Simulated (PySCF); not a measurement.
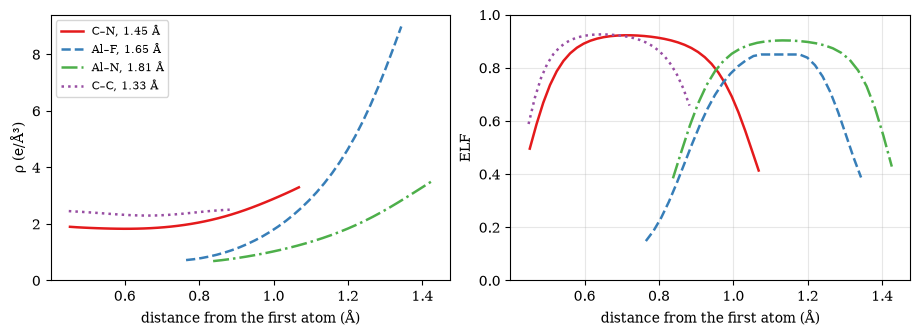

Figure. C$_{5}$H$_{11}$AlFN (SMILES C=CC[N](CC)[AlH][F]). Total electron density and ELF along straight lines between neighbouring atoms. The curves leave out the atomic cores.

Geometry: GFN2-xTB.

Theory: PBE0/pcSseg-1, SCF density, gas phase, non-relativistic in PySCF 2.14.0.

```tsv
atom	x (Å)	y (Å)	z (Å)
C	2.2698	0.7680	0.7471
C	2.1338	0.4697	-0.5430
C	1.0003	-0.3440	-1.0737
N	-0.1659	-0.1729	-0.2316
C	-1.2401	-1.1013	-0.5154
C	-2.3925	-0.8185	0.4321
Al	-0.1585	1.3760	0.7059
F	-0.5431	1.4564	2.3115
H	1.6382	0.2931	1.4957
H	3.1017	1.3471	1.1129
H	2.8483	0.8321	-1.2705
H	0.8017	-0.0538	-2.1169
H	1.3027	-1.4050	-1.0955
H	-1.5801	-1.0042	-1.5587
H	-0.8898	-2.1367	-0.3808
H	-2.7084	0.2197	0.3071
H	-3.2366	-1.4758	0.2393
H	-2.0592	-0.9474	1.4607
H	-0.1320	2.7068	-0.0339
```

> What can be read from the curves?

C–N (1.45 Å): ρ is about 1.9 e/Å³ halfway; the ELF peaks at about 0.90 between the atoms: localised, covalent bonding.
Al–F (1.65 Å): the density is about 0.85 e/Å³ at the midpoint; the ELF peaks at about 0.85 in the valence shell of F, 0.6 Å from its nucleus, and is about 0.30 at the midpoint.
Al–N (1.81 Å): ρ at the midpoint is about 0.8 e/Å³; the ELF peaks at about 0.90 in the valence shell of N, 0.7 Å from its nucleus, and is about 0.65 at the midpoint.
C–C (1.33 Å): ρ at the midpoint is about 2.3 e/Å³; the ELF peaks at about 0.95 between the atoms (a multiple bond).
